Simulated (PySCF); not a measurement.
## A study: C2H6O, SMILES `COC`

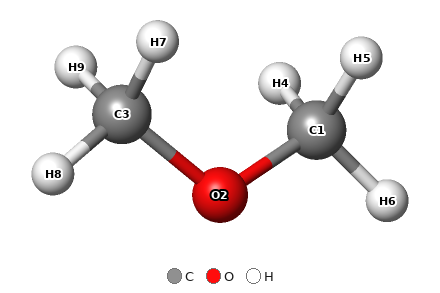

The molecule, with its atoms numbered as below. No frequency check shows the geometry to be a minimum.

Cartesian coordinates (Å):

```
C1      -1.1695    0.1940    0.0006
O2      -0.0000   -0.5820   -0.0000
C3       1.1695    0.1940   -0.0006
H4      -1.2239    0.8324    0.8920
H5      -1.2248    0.8324   -0.8907
H6      -2.0067   -0.5008   -0.0025
H7       1.2239    0.8323   -0.8920
H8       2.0067   -0.5008    0.0025
H9       1.2249    0.8323    0.8907
```

## 1. Bonding charge

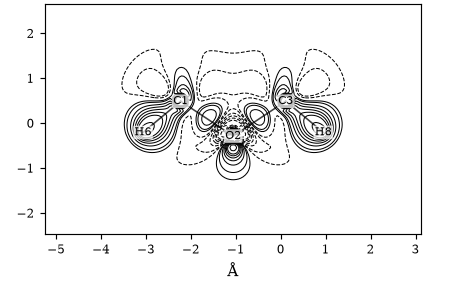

Deformation density (molecule less spherical, spin-averaged free atoms) in the plane of C1, O2, C3, H6 and H8; contours at ±0.05 to ±0.8 e/Å³; solid lines: gain, dashed lines: loss.

PySCF calculation, CAM-B3LYP/cc-pVDZ, gas phase; geometry: GFN2-xTB.

**Describe the bonding that the map shows.**

C1–H6 and C3–H8: +0.73 e/Å³ at the bond critical point (bond length 1.09 Å, Mayer order 1.0). C1–O2 and O2–C3: +0.10 e/Å³ at the bond critical point (bond length 1.40 Å, Mayer order 1.1); up to 0.6 Å beside the axis the gain reaches +0.29 e/Å³. In all, 1.9 electrons gather in the regions of gain relative to the promolecule. A small or negative value marks a very polar bond, one between electron-rich atoms, whose free-atom densities already overlap strongly, a long bond to a heavier atom, or a closed-shell contact such as a hydrogen bond.

## 2. Local ionisation energy

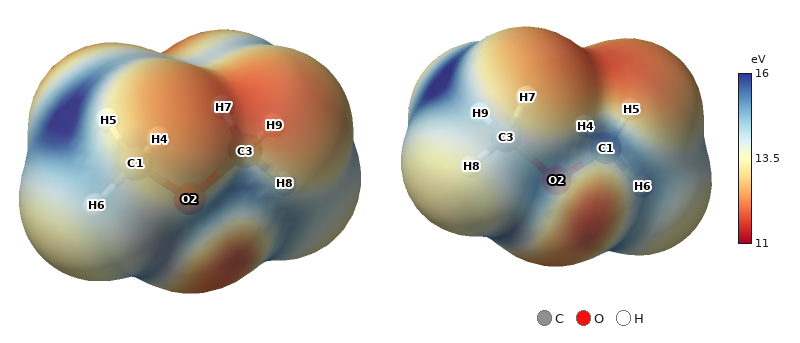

Average local ionisation energy on the surface of electron density 0.001 a.u. (back view left, front view right).

**Where are the most loosely bound electrons on this surface?**

The lowest value is 11.7 eV, 1.7 Å from O2, and at like points elsewhere. Further minima include 11.8 eV, about equally far (1.6 Å) from H5 and H7, and at like points elsewhere; 13.2 eV, 1.4 Å from H6, and at like points elsewhere. For comparison, the highest occupied orbital lies at −8.6 eV.

**What volume does the surface enclose, and what is the dipole moment?**

About 75 Å³; the dipole moment is 1.2 D.

## 3. In an electric field

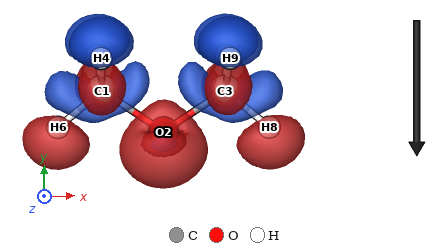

Change of the electron density in a uniform field of 0.41 V/Å along −y (arrow), surfaces at ±0.003 e/Å³ (blue: gain, red: loss).

Method: CAM-B3LYP/def2-SVP; geometry: GFN2-xTB; program: PySCF. A basis without diffuse functions makes polarisabilities too small.

The field was applied in both directions; the picture shows the one opposite to the script's first.

**What dipole is induced, and what polarisability does it imply?**

The induced dipole is 0.50 D (along the field); α along this axis, from the fields in both directions, is 24 bohr³ (3.6 Å³).

## 4. Removing or adding an electron

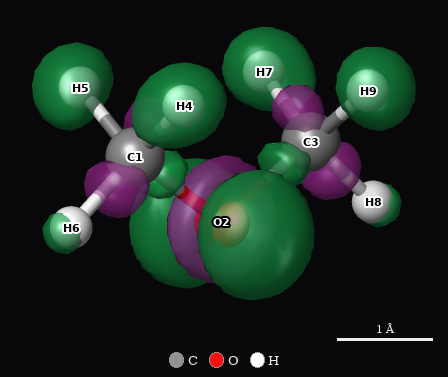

Fukui function f⁻ = ρ(N) − ρ(N−1) at fixed geometry, surfaces at ±0.05 e/Å³ (green positive, purple negative).

PySCF calculation, BP86/6-31+G*, gas phase; geometry: GFN2-xTB.

**Which atoms respond most to the removal of an electron?**

f⁻ (Hirshfeld-condensed) is largest on O2 (0.31); the vertical ionisation energy is 9.83 eV. Condensed values hint at sites of electrophilic attack but needn't mark the atom that reacts. Orbital relaxation makes it negative in places (0.19 e in all).
